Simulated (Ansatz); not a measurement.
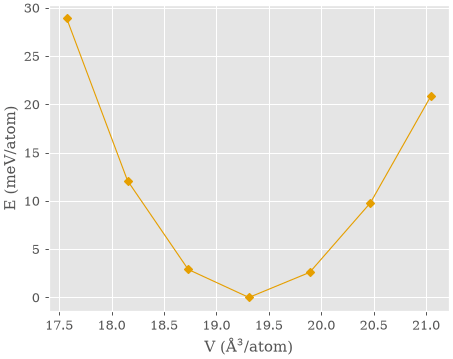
*BaC2 in space group R-3m (No. 166; Ba on 3a, C on 6c) under volume change, DFT-r²SCAN in the program Ansatz with PAW potentials, shape and atoms relaxed at each volume.*

Question: What does a third-order Birch–Murnaghan fit give for V₀, B₀ and B′?

Answer: V₀ = 19.31 Å³/atom, B₀ = 49.9 GPa, B′ = 4.4.

The workflow started from a Materials Project entry (that database holds measured and hypothetical structures alike); the Crystallography Open Database copy checked does not list it. Its standing as an ambient phase is unchecked. The r²SCAN relaxation kept the symmetry of its start; phonons on a q-mesh show no instability. Spin–orbit coupling is left out wherever it is not named.

Potentials: the later of the program's two PAW sets.
